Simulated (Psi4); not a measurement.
**AlH3Se (SMILES [AlH2][SeH]) at HSE03/def2-SVPD**

Aim: the energy change on altering one bond length of AlH3Se at HSE03/def2-SVPD, from 2 runs. The job is set up through a Python script.

The results are computed with Psi4 1.11.

**1. The system as given**

AlH3Se has 5 atoms, charge 0, and is taken as a singlet. SMILES: `[AlH2][SeH]`. The coordinates come from a PBE0-D4/def2-TZVP relaxation.

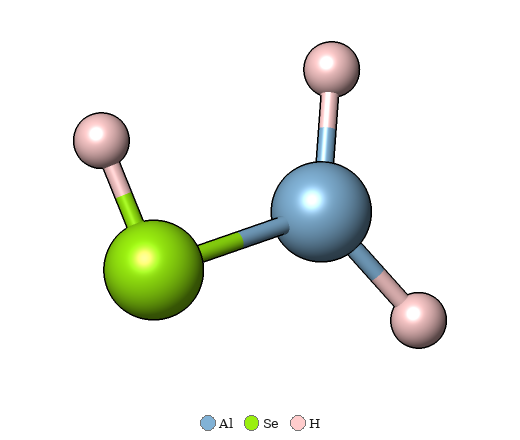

Viewed from a chosen angle; aluminium light blue, selenium green, hydrogen pink.

**2. The polarisability at HSE03/def2-SVPD**

The input, alh3se.py:

```python
import psi4

psi4.set_memory('1600 MB')
psi4.set_num_threads(1)
psi4.core.set_output_file('output.dat', False)

geom = psi4.geometry("""
0 1
Al
Se 1 2.314172
H 1 1.579424 2 116.30026
H 1 1.580143 3 124.49496 2 -179.98639
H 2 1.468856 1 92.19159 3 179.90435
symmetry c1
""")

psi4.set_options({
    'basis': 'def2-SVPD',
    'scf_type': 'pk',
})

E, wfn = psi4.properties('HSE03', properties=['dipole_polarizabilities'], return_wfn=True)
print(f'total energy {E:.8f} hartree = {E * 27.211386:.5f} eV')
for k, v in sorted(psi4.core.scalar_variables().items()):
    print(f'{k:45s} {v:18.10f}')
```

Command:

```console
$ python alh3se.py
```

output.dat:

```text
[...]
  Running in c1 symmetry.
[...]
  Nuclear repulsion =  135.707164009869160
[...]
  Multiplicity = 1
[...]
  Nalpha       = 25
  Nbeta        = 25
[...]
    Number of basis functions: 89
[...]
   @RKS iter   1: -2644.84948843556413   -1.99337e+00   2.18731e-02 DIIS/ADIIS
[...]
   @RKS iter   9: -2645.59734651780991   -3.63411e-08   3.00572e-07 DIIS
[...]
    Orbital Energies [Eh]
    ---------------------
    Doubly Occupied:
       1A   -454.227744     2A    -58.194663     3A    -56.173759
       4A    -52.213348     5A    -52.211953     6A    -52.211205
       7A     -7.889128     8A     -5.815446     9A     -5.810699
      10A     -5.807265    11A     -4.197263    12A     -2.734296
      13A     -2.728644    14A     -2.726078    15A     -2.138153
      16A     -2.136691    17A     -2.133731    18A     -2.129888
      19A     -2.129708    20A     -0.711993    21A     -0.431279
      22A     -0.393408    23A     -0.319135    24A     -0.305878
      25A     -0.267706
[...]
  @RKS Final Energy: -2645.59734651780991
   => Energetics <=
    Nuclear Repulsion Energy =            135.7071640098691603
    One-Electron Energy =               -3952.7885454077722898
    Two-Electron Energy =                1253.1398202681925795
    DFT Exchange-Correlation Energy =     -81.6557853880996305
    Empirical Dispersion Energy =           0.0000000000000000
    VV10 Nonlocal Energy =                  0.0000000000000000
    Total Energy =                      -2645.5973465178099104
[...]
 Multipole Moments:
 ------------------------------------------------------------------------------------
     Multipole            Electronic (a.u.)      Nuclear  (a.u.)        Total (a.u.)
 ------------------------------------------------------------------------------------
 L = 1.  Multiply by 2.5417464519 to convert [e a0] to [Debye]
 Dipole X            :          0.0017621           -0.0021911           -0.0004290
 Dipole Y            :          1.2523239           -1.4646454           -0.2123215
 Dipole Z            :          9.1488790           -9.3633948           -0.2145158
 Magnitude           :                                                    0.3018238
[...]
```

On the terminal:

```text
total energy -2645.59734652 hartree = -71990.37060 eV
CURRENT ENERGY                                  -2645.5973465178
CURRENT REFERENCE ENERGY                        -2645.5973465178
DD SOLVATION ENERGY                                 0.0000000000
DFT FUNCTIONAL TOTAL ENERGY                     -2645.5973465178
DFT TOTAL ENERGY                                -2645.5973465178
DFT VV10 ENERGY                                     0.0000000000
DFT XC ENERGY                                     -81.6557853881
DIPOLE POLARIZABILITY XX                           50.7120736358
DIPOLE POLARIZABILITY XY                           -0.0017357208
DIPOLE POLARIZABILITY XZ                           -0.0022264414
DIPOLE POLARIZABILITY YX                           -0.0017329956
DIPOLE POLARIZABILITY YY                           55.5368802121
DIPOLE POLARIZABILITY YZ                           -1.1431604993
DIPOLE POLARIZABILITY ZX                           -0.0022245951
DIPOLE POLARIZABILITY ZY                           -1.1431610185
DIPOLE POLARIZABILITY ZZ                           74.0905336821
GRID ELECTRONS ALPHA                               25.0000022223
GRID ELECTRONS BETA                                25.0000022223
GRID ELECTRONS TOTAL                               50.0000044446
NUCLEAR REPULSION ENERGY                          135.7071640099
ONE-ELECTRON ENERGY                             -3952.7885454078
PCM POLARIZATION ENERGY                             0.0000000000
PE ENERGY                                           0.0000000000
SCF ITERATION ENERGY                            -2645.5973465178
SCF ITERATIONS                                      9.0000000000
SCF TOTAL ENERGY                                -2645.5973465178
TWO-ELECTRON ENERGY                              1253.1398202682
XC GRID RADIAL POINTS                              75.0000000000
XC GRID SPHERICAL POINTS                          302.0000000000
XC GRID TOTAL POINTS                           109965.0000000000
```

It took 23 s on 1 thread of Intel Xeon 6975P-C (Granite Rapids), shared host; peak memory 0.63 GiB.

**3. The distorted shape**

The input, alh3se.py:

```python
import psi4

psi4.set_memory('1600 MB')
psi4.set_num_threads(1)
psi4.core.set_output_file('psi4.out', False)

m = psi4.geometry("""
0 1
Al     0.767221     0.282314    -1.705682
Se     2.072721     2.159614    -1.349582
H     -1.236800    -1.072700     1.415100
H      0.728321    -0.367986    -3.145282
H      2.528021     2.177114    -2.745982
symmetry c1
""")

psi4.set_options({
    'basis': 'def2-SVPD',
    'scf_type': 'pk',
})

energy_value = psi4.properties('hse03', properties=['dipole_polarizabilities'], molecule=m)
print('E =', round(energy_value, 9))
```

Command:

```console
$ python alh3se.py
```

psi4.out:

```text
[...]
  Running in c1 symmetry.
[...]
  Nuclear repulsion =  130.901500424553404
[...]
  Multiplicity = 1
[...]
  Nalpha       = 25
  Nbeta        = 25
[...]
    Number of basis functions: 89
[...]
   @RKS iter   1: -2644.65520109758972   -1.92970e+00   2.19091e-02 ADIIS/DIIS
[...]
   @RKS iter  14: -2645.42529386880778   -8.43902e-07   5.18949e-07 DIIS
[...]
    Orbital Energies [Eh]
    ---------------------
    Doubly Occupied:
       1A   -454.254487     2A    -58.221353     3A    -56.234357
       4A    -52.240017     5A    -52.238768     6A    -52.237764
       7A     -7.915858     8A     -5.842079     9A     -5.837857
      10A     -5.833524    11A     -4.253722    12A     -2.789049
      13A     -2.786044    14A     -2.782754    15A     -2.164924
      16A     -2.163786    17A     -2.160003    18A     -2.156610
      19A     -2.156260    20A     -0.737446    21A     -0.442601
      22A     -0.416847    23A     -0.333508    24A     -0.290586
      25A     -0.211238
[...]
  @RKS Final Energy: -2645.42529386880778
   => Energetics <=
    Nuclear Repulsion Energy =            130.9015004245534044
    One-Electron Energy =               -3941.5979073072162464
    Two-Electron Energy =                1246.8003342180747950
    DFT Exchange-Correlation Energy =     -81.5292212042200930
    Empirical Dispersion Energy =           0.0000000000000000
    VV10 Nonlocal Energy =                  0.0000000000000000
    Total Energy =                      -2645.4252938688082395
[...]
 Multipole Moments:
 ------------------------------------------------------------------------------------
     Multipole            Electronic (a.u.)      Nuclear  (a.u.)        Total (a.u.)
 ------------------------------------------------------------------------------------
 L = 1.  Multiply by 2.5417464519 to convert [e a0] to [Debye]
 Dipole X            :          6.8489085           -6.0902676            0.7586409
 Dipole Y            :          8.9098824           -8.4556757            0.4542067
 Dipole Z            :         -0.3940272           -0.9265887           -1.3206159
 Magnitude           :                                                    1.5892974
[...]
```

On the terminal:

```text
E = -2645.425293869
```

It took 28 s on 1 thread of Intel Xeon 6975P-C (Granite Rapids), shared host; peak memory 0.62 GiB.

**4. Outcome**

Level: HSE03/def2-SVPD.

| quantity | value |
| --- | --- |
| first shape: total energy | -2645.59735 Eh |
| first shape: dipole moment | 0.77 D |
| first shape: HOMO energy | -7.28 eV |
| first shape: LUMO energy | -2.08 eV |
| first shape: HOMO–LUMO gap | 5.21 eV |
| first shape: mean static polarisability | 60.1 bohr³ |
| distorted shape: total energy | -2645.42529 Eh |
| distorted shape: dipole moment | 4.04 D |
| distorted shape: HOMO energy | -5.75 eV |
| distorted shape: LUMO energy | -4.57 eV |
| distorted shape: HOMO–LUMO gap | 1.18 eV |
| distorted shape: mean static polarisability | 111.4 bohr³ |
| energy change with the Al1–H3 bond stretched from 1.579 to 3.949 Å | 4.682 eV |

**Reading.** One bond (distorted shape) is far stretched, which a spin-restricted single reference describes badly; a broken-symmetry solution may lie lower. With the Al1–H3 bond stretched from 1.579 to 3.949 Å the energy rises by 4.68 eV (108 kcal/mol). The first shape isn't relaxed at this level, so the change isn't measured from a minimum. A restricted reference can't describe the breaking bond well at this length.
